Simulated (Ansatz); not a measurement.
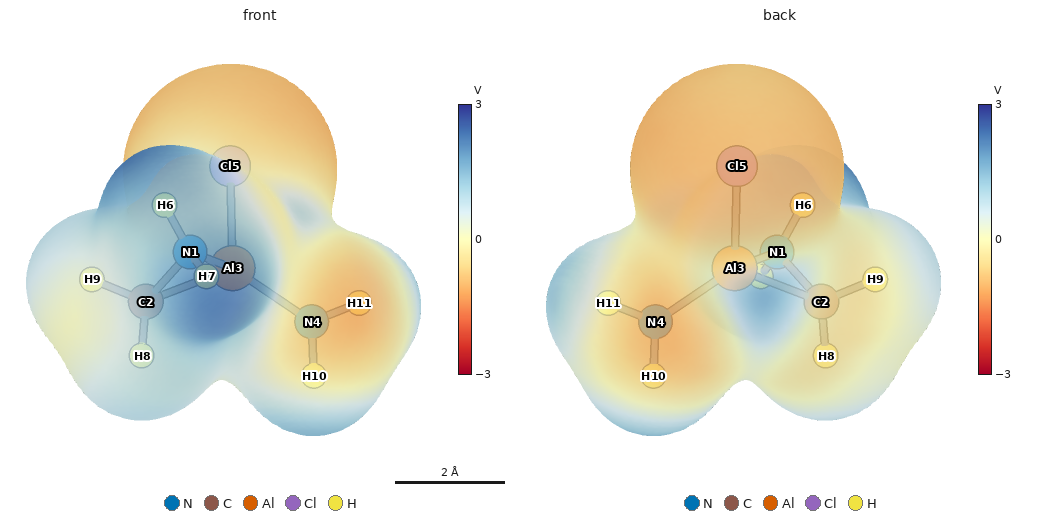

The picture shows: CH$_{6}$AlClN$_{2}$. The molecular electrostatic potential painted on the density surface at 0.002 e/bohr³, seen from the front and from behind; red is negative and blue positive.

Geometry: PBE0-D4/def2-TZVP.

Theory: RKS PBE0-D4/def2-TZVPP (Ansatz 0.2.0).

Input file:

```
crystal:
  periodic: [false, false, false]
  atoms:
    - {symbol: N, position_ang: [-1.004760, 0.453639, 0.754164]}
    - {symbol: C, position_ang: [-1.207133, -0.400988, -0.505922]}
    - {symbol: Al, position_ang: [0.584040, 0.314071, -0.447757]}
    - {symbol: N, position_ang: [1.992371, -0.626385, 0.066303]}
    - {symbol: Cl, position_ang: [0.924839, 2.262439, -1.213765]}
    - {symbol: H, position_ang: [-1.574133, 1.289031, 0.765678]}
    - {symbol: H, position_ang: [-1.141225, -0.053246, 1.617869]}
    - {symbol: H, position_ang: [-1.433690, -1.427619, -0.226193]}
    - {symbol: H, position_ang: [-2.009472, -0.000856, -1.120087]}
    - {symbol: H, position_ang: [2.024198, -1.629641, 0.128687]}
    - {symbol: H, position_ang: [2.910363, -0.237345, 0.201520]}
basis:
  gaussian: {orbitals: def2-TZVPP}
hamiltonian: {xc: pbe0, dispersion: d4}
output: {orbitals: {seedname: orbitals}}
```

Launched as:

```sh
ansatz run in.yaml --threads 4 --pin off --events-out ev --progress --plain --max-ram 10444MiB
```

Which sites attract a positive test charge, and which a negative one?

Answer. A positive charge is drawn to the negative regions and a negative charge to the positive ones. The most negative region (about −1.1 V) lies over N4 and Cl5, the most positive (about +2.3 V) over H6 and H7.
